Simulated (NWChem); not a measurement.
# UMN12-SX/2ZaPa-NR (density fitting with weigend coulomb fitting) run of SiHCl2 (SMILES Cl[SiH]Cl)

What is the vertical ionisation energy of SiHCl2 at UMN12-SX/2ZaPa-NR (density fitting with weigend coulomb fitting)? 

Program for the calculation: NWChem 7.3.0.

2 further runs of the same task are left out: 2 set aside as unsound or not needed.

## 1. Starting point

SiHCl2 has 4 atoms, charge 0, and is taken as a doublet. SMILES: `Cl[SiH]Cl`. The shape is that of a PBE0-D4/def2-TZVP optimisation.

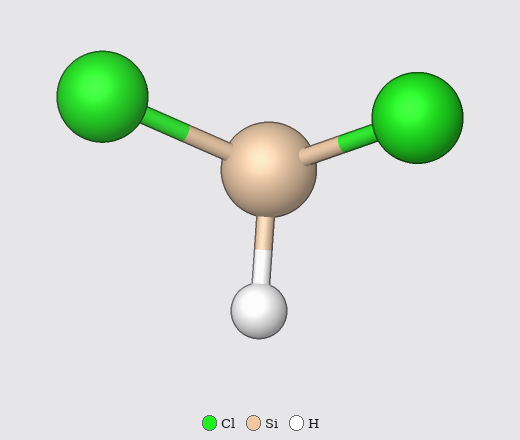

The structure, seen from a chosen angle (chlorine green, silicon light orange, hydrogen white).

## 2. Energy and gradient at UMN12-SX/2ZaPa-NR (density fitting with weigend coulomb fitting)

Contents of calc.xyz:

```xyz
4
Cl2HSi
Cl    -1.646600     0.177800     0.889400
Si     0.187600    -0.414200     0.200000
Cl     0.250900    -0.281300    -1.841700
H      1.208200     0.517700     0.752400
```

Contents of calc.nw:

```
echo
start calc
title "Cl2HSi"
memory stack 880 mb heap 220 mb global 1100 mb
charge 0
geometry units angstrom noautosym nocenter noautoz
   load format xyz calc.xyz
end
basis spherical bse
   * library 2ZaPa-NR
end
basis "cd basis" spherical
   * library "weigend coulomb fitting"
end
dft
   xc mn12-sx
   mult 2
   grid xfine
   convergence energy 1e-06
   direct
   iterations 150
   noprint "final vectors analysis"
end
task dft gradient
```

Launch:

```bash
$ nwchem calc.nw > calc.out
```

Output, cut to the lines that bear on the results:

```text
[...]
          Wavefunction type:  spin polarized.
          No. of atoms     :     4
          No. of electrons :    49
[...]
          Charge           :     0
          Spin multiplicity:     2
[...]
          AO basis - number of functions:    87
[...]
              XC Information
              --------------
                      MN12-SX Method XC Functional
                     Hartree-Fock (Exact) Exchange  0.250
                       MN12-SX Exchange Functional  1.000
                     MN12-SX Correlation Potential  1.000
[...]
 d= 0,ls=0.0,diis     1  -1210.3553106552 -1.39D+03  1.65D-02  1.69D-01     6.4
[...]
 d= 0,ls=0.0,diis     8  -1210.4127736895 -2.71D-08  5.44D-06  3.68D-08    45.7
[...]
         Total DFT energy =    -1210.412773689480
      One electron energy =    -2029.613915968363
           Coulomb energy =      716.984682335138
    Exchange-Corr. energy =      -77.620776239829
 Nuclear repulsion energy =      179.837236183574
[...]
      <S2> =      0.7545 (Exact =     0.7500)
[...]
  wavefunction    = open shell
[...]
                         DFT ENERGY GRADIENTS
    atom               coordinates                        gradient
                 x          y          z           x          y          z
   1 Cl     -3.111623   0.335993   1.680722    0.001309  -0.000626  -0.000299
   2 Si      0.354513  -0.782725   0.377945   -0.005164  -0.002143  -0.003211
   3 Cl      0.474132  -0.531580  -3.480308    0.000102  -0.000332   0.001426
   4 H       2.283167   0.978311   1.421830    0.003753   0.003101   0.002085
[...]
```

It took 66 s on 1 thread of AMD EPYC 7B13 (Zen 3), shared host; peak memory 0.13 GiB.

## 3. The singlet cation

Contents of cl2hsi.xyz:

```xyz
4
Cl2HSi
Cl    -1.646600     0.177800     0.889400
Si     0.187600    -0.414200     0.200000
Cl     0.250900    -0.281300    -1.841700
H      1.208200     0.517700     0.752400
```

Contents of cl2hsi.nw:

```
start cl2hsi
title "Cl2HSi"
memory total 2200 mb
charge 1
geometry units angstrom noautosym nocenter noautoz
  load format xyz cl2hsi.xyz
end
basis "ao basis" spherical bse
  * library 2ZaPa-NR
end
basis "cd basis" spherical
  * library "weigend coulomb fitting"
end
dft
  xc mn12-sx
  mult 1
  grid xfine
  convergence energy 1e-06
  direct
  maxiter 150
  noprint "final vectors analysis"
end
task dft gradient
```

Launch:

```bash
$ nwchem cl2hsi.nw > cl2hsi.out
```

Output, cut to the lines that bear on the results:

```text
[...]
          Wavefunction type:  closed shell.
          No. of atoms     :     4
          No. of electrons :    48
[...]
          Charge           :     1
          Spin multiplicity:     1
[...]
          AO basis - number of functions:    87
[...]
              XC Information
              --------------
                      MN12-SX Method XC Functional
                     Hartree-Fock (Exact) Exchange  0.250
                       MN12-SX Exchange Functional  1.000
                     MN12-SX Correlation Potential  1.000
[...]
 d= 0,ls=0.0,diis     1  -1209.8896187000 -1.39D+03  5.93D-02  2.19D+00     5.6
[...]
 d= 0,ls=0.0,diis    10  -1210.0846847560 -4.69D-08  1.38D-06  2.02D-09    49.1
         Total DFT energy =    -1210.084684756002
      One electron energy =    -2017.635399535337
           Coulomb energy =      704.992546590847
    Exchange-Corr. energy =      -77.279067995085
 Nuclear repulsion energy =      179.837236183574
[...]
  wavefunction    = closed shell
[...]
                         DFT ENERGY GRADIENTS
    atom               coordinates                        gradient
                 x          y          z           x          y          z
   1 Cl     -3.111623   0.335993   1.680722   -0.027854   0.024088   0.004974
   2 Si      0.354513  -0.782725   0.377945    0.034558  -0.063147   0.034641
   3 Cl      0.474132  -0.531580  -3.480308   -0.001757   0.017775  -0.032600
   4 H       2.283167   0.978311   1.421830   -0.004947   0.021284  -0.007016
[...]
```

Wall time 67 s (1 thread of AMD EPYC 7B13 (Zen 3), shared host); peak memory 0.13 GiB.

## 4. Summary of results

Level: UMN12-SX/2ZaPa-NR (density fitting with weigend coulomb fitting).

| quantity | value |
| --- | --- |
| doublet SiHCl2: total energy | -1210.41277 Eh |
| doublet SiHCl2: dipole moment | 1.32 D |
| doublet SiHCl2: ⟨S²⟩ | 0.754 |
| doublet SiHCl2: largest force on an atom | 0.332 eV/Å |
| singlet cation: total energy | -1210.08468 Eh |
| singlet cation: largest force on an atom | 4.108 eV/Å |
| vertical ionisation energy (to the singlet cation) | 8.928 eV |

In words: The vertical ionisation energy comes to 8.93 eV (861 kJ/mol). The largest force (doublet SiHCl2) is 0.33 eV/Å: the shape isn't a stationary point for this species at this level. Only the singlet of the ionised species was computed; a triplet could lie lower.
